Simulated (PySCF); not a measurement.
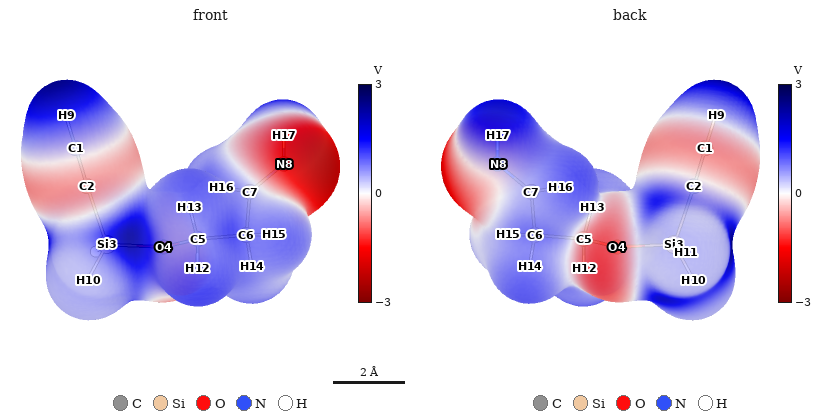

Figure. C₅H₉NOSi (SMILES [H]/N=C/CCO[SiH2]C#C). The molecular electrostatic potential painted on the density surface at 0.004 e/bohr³, seen from the front and from behind; red is negative and blue positive.

Geometry: GFN2-xTB.

Computed with PySCF, PBE0/pcSseg-1, SCF density, gas phase, non-relativistic.

Input

```
{"job": {"kind": "nmr", "xc": "PBE0", "basis": "pcSseg-1"}, "charge": 0, "multiplicity": 1}
C      2.706758     1.979719    -1.069031
C      2.532494     0.915177    -0.537902
Si     2.195881    -0.724984     0.265870
O      0.608495    -0.926462     0.535601
C     -0.466373    -0.864101    -0.351521
C     -1.779767    -0.816171     0.432158
C     -1.906010     0.465311     1.188406
N     -2.946557     1.157547     1.093560
H      2.870345     2.911029    -1.531881
H      2.729839    -1.746536    -0.642880
H      2.676214    -0.779979     1.638426
H     -0.456687    -1.749375    -1.000127
H     -0.378345     0.024925    -0.988315
H     -1.779664    -1.642314     1.148213
H     -2.628207    -0.924818    -0.242846
H     -1.027745     0.717621     1.797418
H     -2.957669     2.015440     1.641498
```

Command:

```sh
OMP_NUM_THREADS=1 python probes_run.py task.json out
```

**Where is the surface potential most negative and most positive?**

The most negative region (about −2.3 V) lies over N8, the most positive (about +2.3 V) over Si3 and H9. N8 is the likeliest acceptor of a hydrogen bond.

**What dipole moment does the calculation give?**

Its dipole moment is 1.60 D.
